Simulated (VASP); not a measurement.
```xyz
2
Lattice="2.4771 0.0000 0.0000 -1.2386 2.1453 0.0000 0.0000 0.0000 4.1020" Properties=species:S:1:pos:R:3 pbc="T T T"
Cu     0.0000     1.4302     1.0255
Cu     1.2386     0.7151     3.0765
```

These are LDA (Ceperley-Alder, Perdew-Zunger), VASP's LDA PAW potentials (set 64) (plane waves; VASP 6.6.1) values and carry that method's errors. Numerical set-up: 400 eV cut-off, 19×19×10 Γ-centred mesh, tetrahedra with Blöchl corrections, potentials Cu.

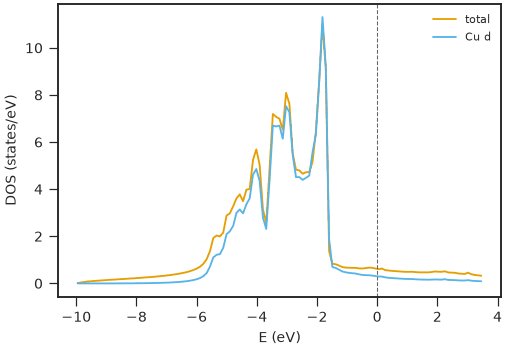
*Total and projected density of states, zero at the Fermi level*

Within 2 eV below the Fermi level the largest weight inside VASP's projection spheres is Cu d.

It has no gap at this level: it comes out as a metal or semimetal.

The structure comes from a computed database's Cu entry (P6_3/mmc); how it stands against other phases isn't given here. It was relaxed first.
